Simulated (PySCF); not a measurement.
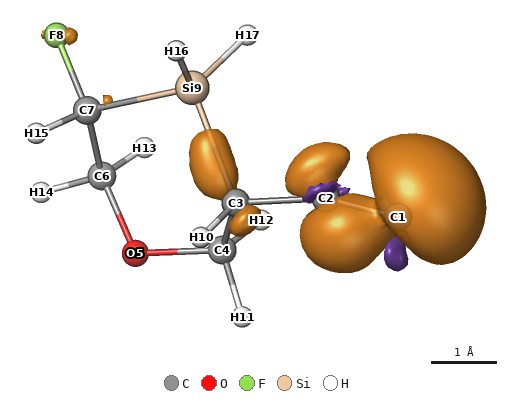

Figure. C6H8FOSi (doublet). Isosurfaces of the spin density at +0.03 (orange) and −0.03 e/Å³ (purple), seen at an oblique angle.

Geometry: GFN2-xTB.

The calculation used PySCF, UKS B3LYP, pcH-1 on C F H O Si, non-relativistic, mean-field spin-orbit, GIAO.

```yaml
atoms:
  - { symbol: C, position_ang: [3.7255, 0.4208, -0.5663] }
  - { symbol: C, position_ang: [2.5563, 0.4552, -0.2773] }
  - { symbol: C, position_ang: [1.2751, 0.2045, 0.3611] }
  - { symbol: C, position_ang: [0.7962, -1.2353, 0.1282] }
  - { symbol: O, position_ang: [-0.4611, -1.4914, 0.7117] }
  - { symbol: C, position_ang: [-1.5515, -0.9221, 0.0373] }
  - { symbol: C, position_ang: [-1.6304, 0.5952, 0.2364] }
  - { symbol: F, position_ang: [-2.7056, 1.0822, -0.4907] }
  - { symbol: Si, position_ang: [-0.0056, 1.4468, -0.3538] }
  - { symbol: H, position_ang: [1.3737, 0.3616, 1.4406] }
  - { symbol: H, position_ang: [1.4849, -1.9376, 0.6066] }
  - { symbol: H, position_ang: [0.7702, -1.4536, -0.9495] }
  - { symbol: H, position_ang: [-1.5048, -1.1386, -1.0409] }
  - { symbol: H, position_ang: [-2.4416, -1.4061, 0.4499] }
  - { symbol: H, position_ang: [-1.8569, 0.8149, 1.2855] }
  - { symbol: H, position_ang: [0.1503, 2.7772, 0.2284] }
  - { symbol: H, position_ang: [0.0183, 1.4383, -1.8169] }
```

**Where is the unpaired spin?**

The unpaired spin (1 electron) lies mostly on C1 (about 0.7) and C2 (about 0.2), in electrons by Hirshfeld's partition.
